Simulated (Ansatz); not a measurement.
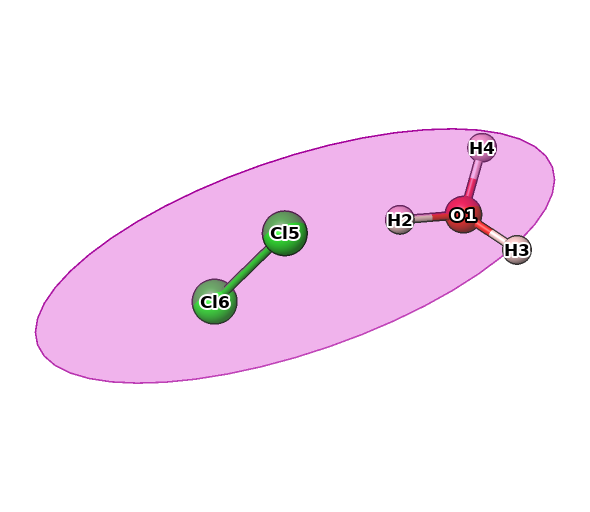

A disc through the centre of mass is drawn in. Distant atoms are faded towards the background colour. State: charge +1, singlet. Computed geometry: PBE-D4/def2-SVP optimisation. No frequency run is at hand to confirm it as a minimum.

Is the plane of the disc a mirror plane of the structure?

Answer. Yes. The reflection leaves O1, H2, Cl5, Cl6 in place and moves H3 ↔ H4. The point group is Cs.
